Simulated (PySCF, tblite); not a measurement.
# C6H12BNO: infrared bands, NMR shifts and electronic excitations in gas and solvents, part 3 of 3

tblite 0.8.0 and PySCF 2.14.0. Atoms count from 0.

### Step 9. Shielding tensors: PBE0/pcSseg-1 in water

The job: settings as JSON, then the geometry in Å.

```
{"job": {"kind": "nmr", "xc": "PBE0", "basis": "pcSseg-1", "solvent": "water", "pop": false}, "charge": 0, "multiplicity": 1}
C      3.623477     0.418392    -0.008312
C      2.161706     0.771529    -0.161696
O      1.789322     1.849423    -0.555503
N      1.281180    -0.242206     0.206236
B     -0.145372    -0.205237     0.158195
C     -1.070185    -1.413484     0.591673
C     -2.454629    -0.756153     0.707572
C     -2.465121     0.355055    -0.348496
C     -1.064582     0.984894    -0.301830
H      3.861483    -0.528195    -0.517181
H      3.872920     0.296709     1.057992
H      4.232134     1.226966    -0.428036
H      1.727663    -1.088462     0.542344
H     -1.068125    -2.132996    -0.252319
H     -0.759531    -1.985663     1.481001
H     -3.291670    -1.463279     0.591655
H     -2.560740    -0.305791     1.710627
H     -2.631295    -0.094031    -1.344000
H     -3.282749     1.077099    -0.192937
H     -0.744066     1.502789    -1.217171
H     -1.000860     1.753510     0.493900
```

Method: GIAO PBE0/pcSseg-1 NMR shielding, non-relativistic, IEF-PCM water.

Log:

```text
coarse grid: 17192 points
cycle   1  E = -390.0462495429  dE =  1.169e+00  |g| = 8.790e-01  |ddm| = 3.961e+00
cycle   2  E = -389.7631463981  dE =  2.831e-01  |g| = 1.512e+00  |ddm| = 1.882e+00
cycle   3  E = -390.1978036168  dE = -4.347e-01  |g| = 2.050e-01  |ddm| = 1.340e+00
cycle   4  E = -390.2065068371  dE = -8.703e-03  |g| = 5.402e-02  |ddm| = 1.812e-01
cycle   5  E = -390.2070787920  dE = -5.720e-04  |g| = 1.388e-02  |ddm| = 4.359e-02
cycle   6  E = -390.2071194097  dE = -4.062e-05  |g| = 4.095e-03  |ddm| = 1.182e-02
cycle   7  E = -390.2071228076  dE = -3.398e-06  |g| = 9.726e-04  |ddm| = 3.085e-03
final grid: 165120 points
cycle   8  E = -390.2675089091  dE = -3.662e-05  |g| = 1.384e-02  |ddm| = 3.431e-02
cycle   9  E = -390.2674463248  dE =  6.258e-05  |g| = 2.295e-02  |ddm| = 2.660e-02
cycle  10  E = -390.2675485425  dE = -1.022e-04  |g| = 2.665e-03  |ddm| = 1.679e-02
cycle  11  E = -390.2675500221  dE = -1.480e-06  |g| = 2.139e-04  |ddm| = 2.032e-03
cycle  12  E = -390.2675500295  dE = -7.468e-09  |g| = 1.218e-04  |ddm| = 2.889e-04
cycle  13  E = -390.2675500328  dE = -3.282e-09  |g| = 3.030e-05  |ddm| = 1.063e-04
cycle  14  E = -390.2675500330  dE = -1.731e-10  |g| = 8.181e-06  |ddm| = 2.312e-05
converged SCF energy = -390.2675500330

GIAO shielding tensors (ppm)
atom      isotropic    diamagn.    paramagn.     s11        s22        s33       span
  0 C      157.712     249.269     -91.557    130.905    149.481    192.750     61.845
  1 C        4.824     245.148    -240.325    -86.677     11.180     89.969    176.646
  2 O     -122.198     406.010    -528.208   -464.724   -222.474    320.603    785.326
  3 N       87.478     329.169    -241.691    -58.508    154.613    166.328    224.836
  4 B       41.547     193.016    -151.469    -11.690     36.552     99.778    111.468
  5 C      161.490     255.501     -94.011    148.931    164.535    171.003     22.072
  6 C      155.960     248.808     -92.848    135.426    161.321    171.134     35.708
  7 C      155.064     248.385     -93.321    132.217    161.778    171.196     38.979
  8 C      161.102     253.657     -92.555    150.462    160.162    172.683     22.221
  9 H       28.857      27.407       1.450     25.188     28.335     33.049      7.861
 10 H       28.722      26.701       2.022     25.361     27.722     33.085      7.724
 11 H       29.598      25.525       4.073     25.701     28.090     35.003      9.302
 12 H       23.991      35.297     -11.306     19.142     23.873     28.957      9.816
 13 H       30.461      32.260      -1.799     25.789     28.842     36.751     10.962
 14 H       30.173      32.321      -2.148     25.417     28.817     36.283     10.866
 15 H       29.470      29.044       0.427     24.604     27.290     36.517     11.912
 16 H       30.027      30.724      -0.697     25.498     28.226     36.356     10.857
 17 H       29.911      30.888      -0.978     25.281     28.269     36.182     10.901
 18 H       29.396      29.312       0.083     24.366     27.427     36.393     12.028
 19 H       29.564      33.326      -3.762     23.952     29.169     35.571     11.619
 20 H       30.364      32.618      -2.254     25.242     29.424     36.425     11.183
```

It took 68 s on 1 thread of Arm Neoverse N1, shared host; peak memory 1.2 GiB.

This run: δ C1 180.7, C6 30.0, C0 27.8, C5 24.2, H12 7.25, H9 2.18 ppm (means over like atoms).

### Step 10. Run by run: NMR shifts

Shifts (ppm) of some atoms, chosen among heavy atoms and hydrogens apart, means over like atoms, with basis size and wall time:

```
                     run     C1    C0   H12    H9     O2     N3    B4  functions  time
           PBE0/pcSseg-1  173.5  25.9  6.39  1.97  504.1  174.0  59.5        213  86 s
      CAM-B3LYP/pcSseg-1  178.1  26.4  6.19  1.96  511.6  175.7  62.2        213  93 s
PBE0/pcSseg-1 in benzene  176.6  26.7  6.73  2.07  488.1  177.0  59.7        213  72 s
  PBE0/pcSseg-1 in water  180.7  27.8  7.25  2.18  465.4  181.1  59.8        213  68 s
```

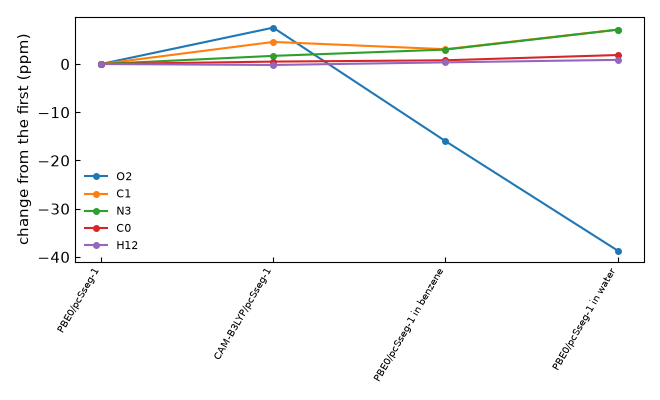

How five of the tabulated atoms move from run to run.

The continuum's effect on the ground state:

```
solvent      ε  polarisation energy (Eh)  μ (D)
benzene   2.27                   -0.0052   4.03
  water  78.36                   -0.0140   4.86
```

### Step 11. What came out

This closing draws on all 3 parts.

| quantity | value |
| --- | --- |
| strongest single infrared mode (GFN2-xTB) | 1385 cm⁻¹, 816 km/mol |
| zero-point energy (GFN2-xTB) | 111.3 kcal/mol |
| point group | C1 |
| rotational constants (main isotopes) | 4.01, 0.87, 0.73 GHz |
| 13C shifts against TMS (PBE0/pcSseg-1, means over atoms taken as alike) | 173.5, 29.6, 25.9, 23.9 ppm |
| 1H shifts against TMS (PBE0/pcSseg-1, means over atoms taken as alike) | 6.39, 1.97, 1.56, 1.15 ppm |
| 17O shifts against H2O (PBE0/pcSseg-1) | 504.1 ppm |
| 15N shifts against NH3 (PBE0/pcSseg-1) | 174.0 ppm |
| 11B shifts against BF3·OEt2 (PBE0/pcSseg-1) | 59.5 ppm |
| surface potential, least and greatest | -1.80 V and 1.86 V |
| lowest singlet (CAM-B3LYP/def2-SVPD) | 5.16 eV (240 nm), f = 0.001 |
| brightest single state of those computed | state 4, 7.03 eV, f = 0.199 |
| lowest triplet | 4.69 eV |
| vertical ionisation energy (ΔSCF) | 9.78 eV |
| range of the shift of O2 (PBE0/pcSseg-1 runs) | 465.4 to 504.1 ppm |

**Reading.** Over 148 steps the energy fell by 1.281 eV; of the close pairs, N3–B4 changed most, 1.525 to 1.416 Å (GFN2-xTB). All 57 modes are real, so the xTB geometry is a minimum. The strongest single mode, at 1385 cm⁻¹, has its largest shares on N3, B4 and H12 (the list is cut at 3 atoms). GFN2-xTB is a fitted tight-binding method: band positions and strengths are rough. Its intensities can rank the bands wrongly. The optimisation took 8 steps and gained 0.253 eV; among the close pairs (by a distance rule), C0–H9 changed most, from 1.060 to 1.101 Å (PBE0/def2-SVP). No frequency check was run at this level, so the end point may be a saddle. The most deshielded carbon is C1 (amide carbonyl carbon), at 173.5 ppm: it is a carbonyl in resonance with an O or N lone pair, the region of acids, esters and amides. At PBE0/pcSseg-1: Shielding is most anisotropic at O2 (span 871 ppm, paramagnetic term -573 ppm). At PBE0/pcSseg-1, counted by nearest atom on the grid, the HOMO lies on O2 67 %; C0 8 %, the LUMO on B4 30 %; C1 26 %. The lowest singlet, at 5.16 eV, is HOMO→LUMO 0.79 and is dark; of the 10 states computed, the strongest absorption comes from states 3 to 4 together at 7.03 eV. The lowest triplet lies 0.47 eV below the lowest singlet (triplets in Tamm-Dancoff, singlets in full TDDFT). At one level, PBE0/pcSseg-1: Across the 3 runs the shift of O2 moves most, between 465.4 (PBE0/pcSseg-1 in water) and 504.1 ppm (PBE0/pcSseg-1). The continuum holds electrostatics alone: no hydrogen bonds to the solvent, and the gas-phase geometry is kept.
